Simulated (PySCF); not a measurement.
**C5H6P (SMILES Cc1ccc[p-]1) (charge −1): density, localisation and related maps**

```
atom    x (Å)    y (Å)    z (Å)
   C  -2.0027  -0.0420   0.0253
   C  -0.5096  -0.1991  -0.0368
   C   0.3792   0.8320   0.1871
   C   1.7185   0.4428   0.0699
   C   1.8522  -0.8889  -0.2461
   P   0.3181  -1.7072  -0.4088
   H  -2.2609   0.9757   0.3298
   H  -2.4658  -0.2334  -0.9464
   H  -2.4471  -0.7374   0.7414
   H   0.0638   1.8432   0.4299
   H   2.5590   1.1149   0.2154
   H   2.7965  -1.4013  -0.3867
```

Geometry: GFN2-xTB.

Level of theory: PySCF, PBE0/pcSseg-1, SCF density, gas phase, non-relativistic.

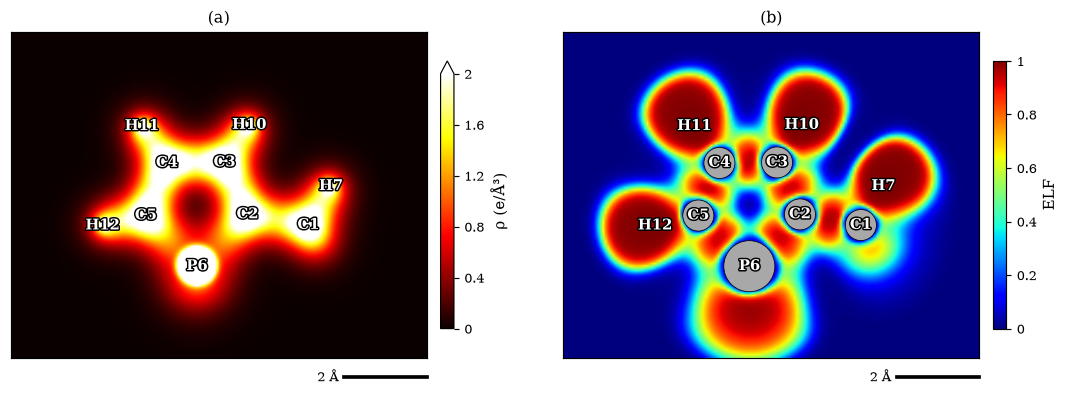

Figure 1. (a) electron density; (b) electron localisation function on the plane of atoms C2, C3 and H10. Grey discs cover the atomic cores in the ELF map.

**Read the bonding off the picture.**

- Atoms in the plane: C, P and H.
- C–C (1.38 Å): ρ at the midpoint is about 2.1 e/Å³; the ELF peaks at about 0.95 between the atoms, as expected for a covalent bond.
- C–P (1.75 Å): ρ at the midpoint is about 1.2 e/Å³; the ELF peaks at about 0.95 between the atoms: a covalent bond.
- C–H (1.08 Å): ρ is about 1.9 e/Å³ halfway; the ELF climbs to about 1 towards the hydrogen, as it does in any bond to H (an ordinary covalent bond to hydrogen).
- C–C (1.50 Å): ρ at the midpoint is about 1.7 e/Å³; the ELF peaks at about 0.95 between the atoms (a shared electron pair).
- The ELF also peaks beside P6, away from the bonds: lone-pair regions.

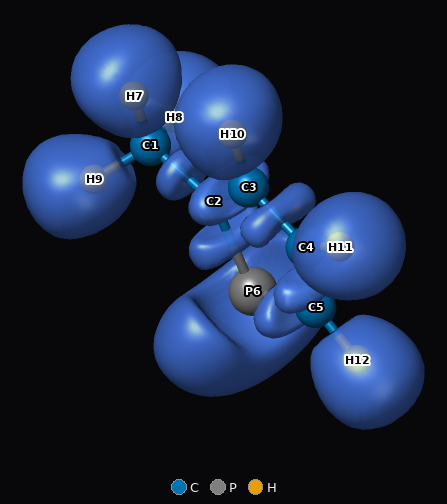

Figure 2. Isosurface of the ELF at 0.8 (blue), seen at an oblique angle. Core shells and regions of very low density are left out.

**Identify the bonds, lone pairs and shells in this picture.**

The surface consists of four regions between bonded C–C atoms (shared pairs), two regions between bonded C–P atoms (shared pairs), six regions around hydrogen nuclei and one lobe on P, pointing away from the bonds (lone pairs).

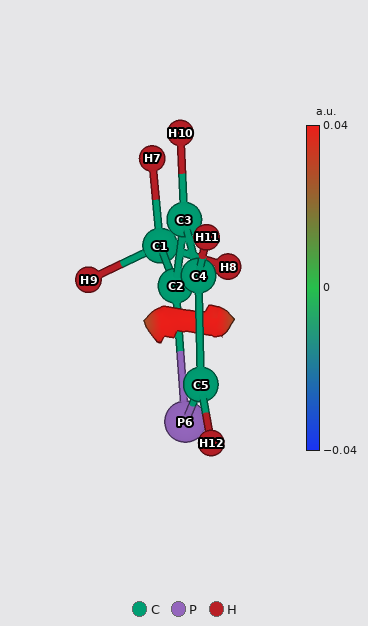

Figure 3. Non-covalent interaction (NCI) plot: the surface where the reduced density gradient is 0.5, for densities under 0.05 a.u., coloured by sign(λ₂)ρ; seen at an oblique angle.

**Which non-covalent interactions does the plot reveal?**

Inside the ring or cage of C2, C3, C4, C5 and P6: steric crowding (red).
